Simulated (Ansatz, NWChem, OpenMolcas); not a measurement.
# SiNH4O (SMILES N[SiH]O): methods side by side

SiNH4O: 7 atoms, total charge 0, spin state doublet. As SMILES, `N[SiH]O`. Geometry: relaxed at PBE0-D4/def2-TZVP. This is one conformer, not always the lowest.

Quantity: the vertical energy of the quartet above the doublet, in eV. The values are calculated.

```tsv
level	kind	program	value (eV)	less CCSD(T)/6-311+G**	CPU time (all runs)
USVWN5/6-311+G**	LDA	Ansatz	6.36	-0.09	7 s
U-revPBE/6-311+G**	GGA	OpenMolcas	6.24	-0.21	95 s
UM06-L/6-311+G**	meta-GGA	OpenMolcas	6.79	+0.34	2.2 min
UTPSS/6-311+G**	meta-GGA	OpenMolcas	6.33	-0.12	2.4 min
RPA@PBE/6-311+G**	RPA	Ansatz	6.28	-0.17	24 s
UMP2/6-311+G**	perturbation theory	NWChem	6.64	+0.19	75 s
UCCSD(T)/6-311+G**	coupled cluster or CI	Ansatz	6.45	0.00	83 s
UCCSD/6-311+G**	coupled cluster or CI	Ansatz	6.42	-0.03	67 s
```

UCCSD(T)/6-311+G** is the highest level here, not the true value. The values span 6.24 to 6.79 eV. The second state's dipole differs much between rows, so they may not all be the same state. CPU times are rough (shared hosts, several kinds of processor and program).

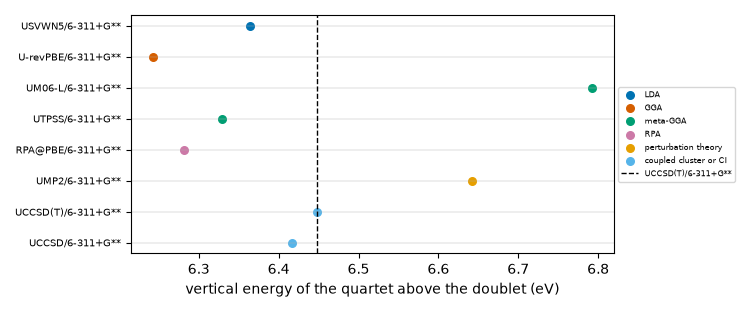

The values of the table, level by level.
